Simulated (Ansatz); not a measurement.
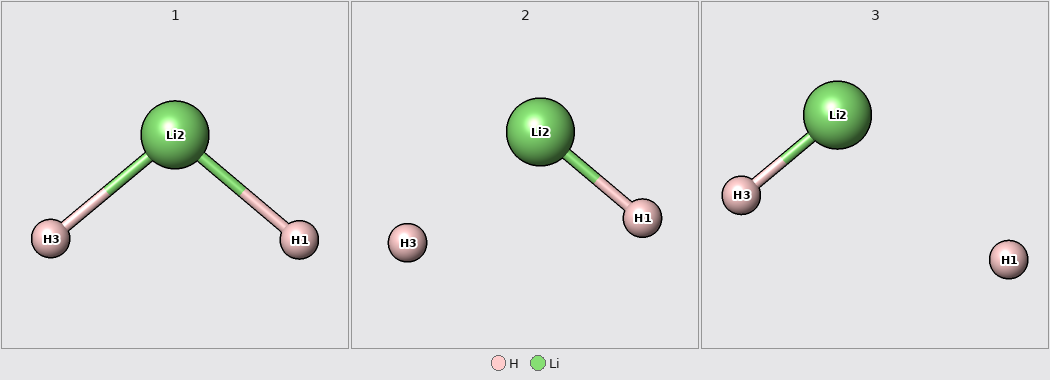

The system H + LiH, spin multiplicity 2. Coordinates scanned: (1) distance H1–Li2; (2) distance Li2–H3. Nothing is relaxed (the angle H1–Li2–H3 is fixed at 100 degrees). Grid: 17 × 17 points; 153 points were computed and 136 follow by symmetry. Points are written as (first, second). Energies: kJ/mol, counted from H far from the relaxed LiH (each part in its own basis). Theory: UKS PBE-D4/aug-cc-pVTZ (Ansatz).

The numbered pictures are structures from this grid.

**Which is the most stable, and how do the others follow?**

1, at (1.713 Å, 1.713 Å): −59 kJ/mol; 2, at (1.406 Å, 1.831 Å): −34 kJ/mol; 3, at (2.358 Å, 1.326 Å): 8 kJ/mol.

The map, with the structures marked:

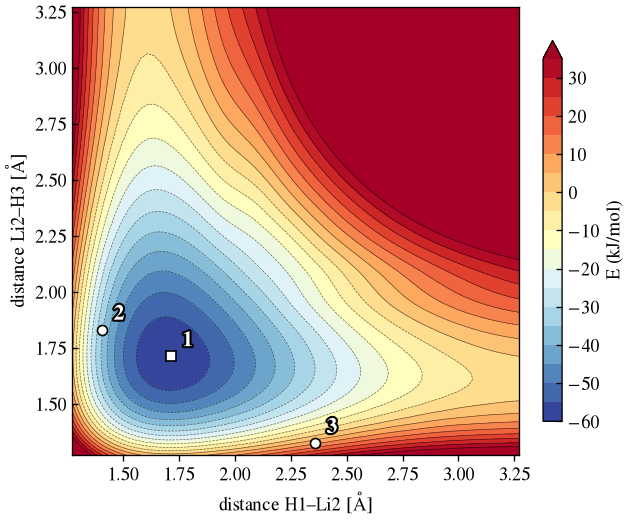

The picture shows filled contours, one colour for all values above the top of the scale. Between grid points the surface is interpolated.
